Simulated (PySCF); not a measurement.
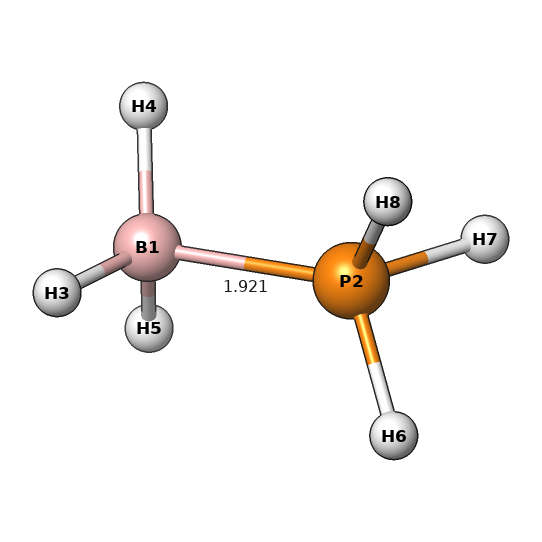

Bond lengths are marked in Å; every bond is drawn as one stick. The computed structure is the end point of a PBE0-D3(BJ)/def2-SVP optimisation. No frequency run is at hand to confirm it as a minimum.

Question: Which of the marked bonds are single, double, triple or aromatic?

Answer: B1–P2 single. This is one Lewis structure.

Question: Write the SMILES.

Answer: [BH3-][PH3+]
